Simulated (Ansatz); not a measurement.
# NF3 (nitrogen trifluoride): BLYP/STO-3G

What is the vertical ionisation energy of NF3 (nitrogen trifluoride) at BLYP/STO-3G? 

The results are computed with Ansatz 0.2.0.

23 further runs of the same task are left out: 1 that didn't finish, 22 set aside as unsound or not needed.

### 1 The system as given

NF3: 4 atoms, total charge 0, spin state singlet. SMILES: `FN(F)F`. The coordinates come from a GFN2-xTB relaxation.

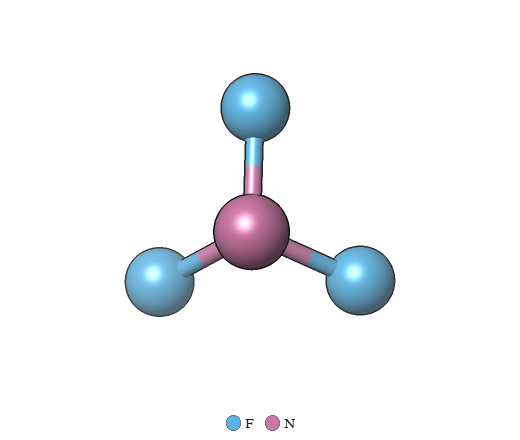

Viewed from a chosen angle; fluorine blue, nitrogen pink.

### 2 The energy at BLYP/STO-3G

Contents of molecule.yaml:

```yaml
crystal:
  periodic: [false, false, false]
  atoms:
    - {symbol: F, position_ang: [0.623050, -0.000560, 1.070480]}
    - {symbol: N, position_ang: [0.341300, -0.071640, -0.257040]}
    - {symbol: F, position_ang: [-0.635810, -1.014280, -0.318110]}
    - {symbol: F, position_ang: [-0.328540, 1.086490, -0.495330]}
basis:
  gaussian:
    orbitals: STO-3G
hamiltonian:
  xc: {name: BLYP}
accuracy: high
```

Run with:

```console
$ ansatz run molecule.yaml --threads 1 --pin off --max-ram 2610MiB --events-out events.jsonl --progress --plain --runs-dir runs
```

What it wrote:

```text
Warning: RAYON_NUM_THREADS=1 ignored (pool sized by the plan → 1); use --threads N
Functional definition: BLYP
  name "BLYP"
  parameter beta = 0.0042
  parameter a = 0.04918
  parameter b = 0.132
  parameter c = 0.2533
  parameter d = 0.349
  exchange = b88_x(beta = beta)
  correlation = lyp_c(a = a, b = b, c = c, d = d)
369 factors; integrals over basis functions are off by at most 6.0e-8 eV
mean field evaluation 1: about -9495.1542 eV, gradient 1.9e1 eV
mean field evaluation 2: about -9493.7295 eV, gradient 3.1e1 eV
mean field evaluation 4: about -9496.2523 eV, gradient 5.1e-2 eV
mean field evaluation 8: about -9496.2030 eV, gradient 1.7e-2 eV
mean field evaluation 16: about -9496.2030 eV, gradient 4.4e-8 eV
mean field -9496.20301113 eV, -348.9790239016 hartree, gradient 5.9e-8 eV, S^2 0.000000; 0 other end points of the search recorded, 0 dependent functions left out
reference -9496.20302974 eV, -348.9790245853 hartree; 17, 17 occupied and 3, 3 virtual orbitals, 369 factors
Total energy: -9496.20302974 eV, -348.9790245853 hartree
```

It took 0.7 s on 1 thread of Intel Xeon Platinum 8488C (Sapphire Rapids), shared host; peak memory 0.11 GiB.

### 3 The doublet cation, same level

Contents of run.yaml:

```yaml
crystal:
  periodic: [false, false, false]
  atoms:
    - {symbol: F, position_ang: [0.623050, -0.000560, 1.070480]}
    - {symbol: "N", position_ang: [0.341300, -0.071640, -0.257040]}
    - {symbol: F, position_ang: [-0.635810, -1.014280, -0.318110]}
    - {symbol: F, position_ang: [-0.328540, 1.086490, -0.495330]}
basis:
  gaussian:
    orbitals: STO-3G
total_charge: 1
magnetization:
  spin_polarized: true
  initial_magnetization: 1
hamiltonian:
  xc: {name: BLYP}
accuracy: high
```

Run with:

```console
$ ansatz run run.yaml --threads 1 --pin off --max-ram 2610MiB --events-out events.jsonl --progress --plain --runs-dir runs
```

What it wrote:

```text
Warning: RAYON_NUM_THREADS=1 ignored (pool sized by the plan → 1); use --threads N
Functional definition: BLYP
  name "BLYP"
  parameter beta = 0.0042
  parameter a = 0.04918
  parameter b = 0.132
  parameter c = 0.2533
  parameter d = 0.349
  exchange = b88_x(beta = beta)
  correlation = lyp_c(a = a, b = b, c = c, d = d)
369 factors; integrals over basis functions are off by at most 6.0e-8 eV
mean field evaluation 1: about -9486.1614 eV, gradient 1.9e1 eV
mean field evaluation 2: about -9479.2403 eV, gradient 4.1e1 eV
mean field evaluation 4: about -9488.0830 eV, gradient 3.2e-1 eV
mean field evaluation 8: about -9488.0262 eV, gradient 9.3e-2 eV
mean field evaluation 16: about -9488.0263 eV, gradient 2.4e-7 eV
mean field evaluation 32: about -9486.1236 eV, gradient 3.8e-1 eV
mean field -9488.02628424 eV, -348.6785347308 hartree, gradient 3.3e-8 eV, S^2 0.752465; 3 other end points of the search recorded, 0 dependent functions left out
reference -9488.02630341 eV, -348.6785354352 hartree; 17, 16 occupied and 3, 4 virtual orbitals, 369 factors
Total energy: -9488.02630341 eV, -348.6785354352 hartree
```

Run time: 1.6 s. Hardware: 1 thread of Intel Xeon Platinum 8488C (Sapphire Rapids), shared host; peak memory 0.14 GiB.

### 4 Results

Level: BLYP/STO-3G.

| quantity | value |
| --- | --- |
| singlet NF3: total energy | -348.97902 Eh |
| doublet cation: total energy | -348.67854 Eh |
| doublet cation: ⟨S²⟩ | 0.752 |
| vertical ionisation energy (to the doublet cation) | 8.177 eV |

Removing an electron at fixed nuclei costs 8.18 eV (189 kcal/mol). In a minimal basis such a difference can be off by several eV, whatever the method.
